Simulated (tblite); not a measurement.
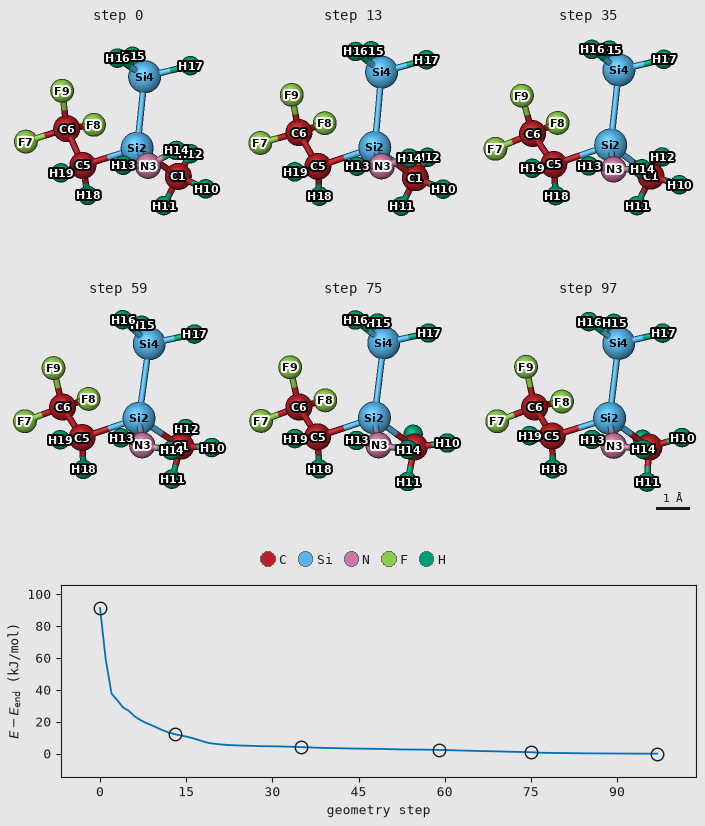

Frames of a relaxation of C₃H₁₀F₃NSi₂, marked on the history of the run. The picture is a ball-and-stick view, seen at a tilt.

Level of theory: tblite 0.8.0, GFN2-xTB geometry optimisation, gas phase. 

> What happens along the run?

After 97 geometry steps the energy has fallen by 91.3 kJ/mol. H10 moves most after the best rigid fit: 0.91 Å. Largest moves by element: H 0.91 Å, F 0.40 Å, N 0.27 Å, Si 0.25 Å, C 0.19 Å. Near-neighbour distances that change, for instance: Si2–Si4 2.220 → 2.331 Å, Si2–C5 1.873 → 1.931 Å, C6–F7 1.403 → 1.349 Å, C1–H10 1.133 → 1.085 Å. Bond angles that change, for instance: N3–Si2–C5 113.8° → 99.8°, Si2–N3–H14 108.2° → 118.3°, N3–Si2–Si4 108.1° → 117.9°. Groups turn about C1–Si2 by about 50°, Si2–N3 by about 20°. Cost: 1.4 s on 1 thread of Arm Neoverse N1, on a shared host. From step 0 to 13: H14 moves most (0.27 Å), energy −79.1 kJ/mol. From step 13 to 35: H14 moves most (0.34 Å), energy −8.09 kJ/mol. From step 35 to 59: H10 moves most (0.33 Å), energy −1.75 kJ/mol. From step 59 to 75: H12 moves most (0.32 Å), energy −1.46 kJ/mol. From step 75 to 97: H10 moves most (0.25 Å), energy −0.91 kJ/mol.

```json
{"step": "0", "E − E(0), kJ/mol": "0.00"}
{"step": "1", "E − E(0), kJ/mol": "-32.57"}
{"step": "2", "E − E(0), kJ/mol": "-53.58"}
{"step": "3", "E − E(0), kJ/mol": "-57.79"}
{"step": "4", "E − E(0), kJ/mol": "-62.30"}
{"step": "5", "E − E(0), kJ/mol": "-64.41"}
{"step": "6", "E − E(0), kJ/mol": "-67.86"}
{"step": "7", "E − E(0), kJ/mol": "-70.13"}
{"step": "8", "E − E(0), kJ/mol": "-72.00"}
{"step": "9", "E − E(0), kJ/mol": "-73.47"}
{"step": "10", "E − E(0), kJ/mol": "-75.14"}
{"step": "15", "E − E(0), kJ/mol": "-80.56"}
{"step": "19", "E − E(0), kJ/mol": "-84.63"}
{"step": "24", "E − E(0), kJ/mol": "-86.13"}
{"step": "28", "E − E(0), kJ/mol": "-86.57"}
{"step": "33", "E − E(0), kJ/mol": "-86.92"}
{"step": "37", "E − E(0), kJ/mol": "-87.45"}
{"step": "42", "E − E(0), kJ/mol": "-87.90"}
{"step": "47", "E − E(0), kJ/mol": "-88.22"}
{"step": "51", "E − E(0), kJ/mol": "-88.53"}
{"step": "56", "E − E(0), kJ/mol": "-88.74"}
{"step": "60", "E − E(0), kJ/mol": "-89.02"}
{"step": "65", "E − E(0), kJ/mol": "-89.52"}
{"step": "70", "E − E(0), kJ/mol": "-89.93"}
{"step": "74", "E − E(0), kJ/mol": "-90.26"}
{"step": "79", "E − E(0), kJ/mol": "-90.84"}
{"step": "83", "E − E(0), kJ/mol": "-91.00"}
{"step": "88", "E − E(0), kJ/mol": "-91.15"}
{"step": "92", "E − E(0), kJ/mol": "-91.23"}
{"step": "97", "E − E(0), kJ/mol": "-91.29"}
```
